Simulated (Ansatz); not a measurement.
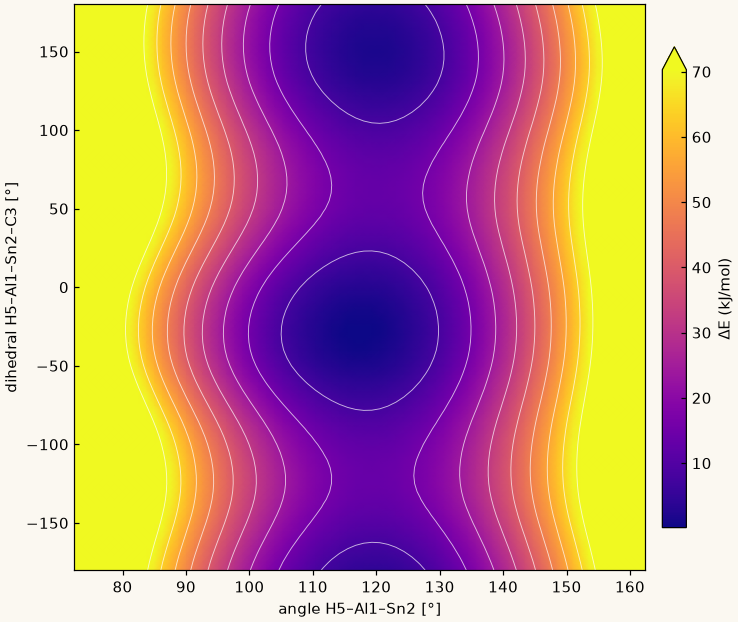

Energy landscape of CH₆Al₂Sn, SMILES [AlH2][SnH]1[CH2][AlH]1. 
- The first coordinate is: angle H5–Al1–Sn2; the second: dihedral H5–Al1–Sn2–C3.
- Nothing is relaxed (all other coordinates rigid).
- Grid: 7 × 8 points.
- Points are written as (first, second).
- All energies are given in kJ/mol relative to the relaxed molecule at the same level.
- Level of theory: RKS CAM-B3LYP-D4/def2-SVP (Ansatz).

The picture shows a smooth colour map with a few white contour lines, one colour for all values above the top of the scale. Between grid points the surface is interpolated. 

**Describe this landscape.**

The lowest grid point is at (117.4°, −45°), 1.1 kJ/mol from the relaxed molecule at the same level. A higher local minimum lies near (117.4°, 135°) (1.8 kJ/mol above the lowest at that grid point). The highest grid point, (72.4°, −135°), lies 137 kJ/mol above the lowest. On the interpolated surface the easiest way out of the lowest well to the well at about (119°, 150°) passes a barrier of about 14 kJ/mol, counted from the interpolated bottom of the well. Round the minimum the two coordinates are nearly uncoupled.

Each point was launched as `ansatz run input.yaml --threads 1 --pin off --max-ram 2560MiB --backend cpu --events-out ev --progress --plain --runs-dir out`. Time for the 56 points that were run: 8.7 min on 1 thread of Arm Neoverse V2, on a shared host.
